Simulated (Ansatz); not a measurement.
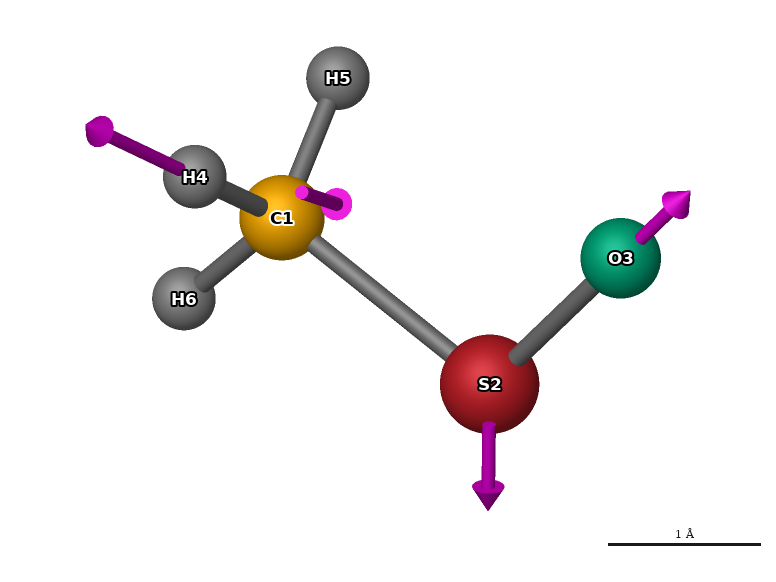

Arrows show the forces on the atoms, 2 Å of arrow for 1 eV/Å; forces under a tenth of the largest aren't drawn. State: charge −1, singlet. Level of theory: r2SCAN-D4/def2-TZVPPD (Ansatz 0.2.0).

**On which atom is the force largest, and how large is it?**

On H4: 0.59 eV/Å.

**Which bond do the forces act along most?**

C1–H4, now 1.080 Å: the forces push its atoms apart, so a first step downhill lengthens it.

List the force components in the frame of the picture (x right, y up, z towards the viewer), in eV/Å.

```
atom     Fx     Fy     Fz
  C1   0.14  −0.05  −0.51
  S2   0.00  −0.29  −0.14
  O3   0.17   0.16   0.19
  H4  −0.31   0.15   0.48
  H5   0.01   0.02  −0.02
  H6   0.00   0.01  −0.01
```
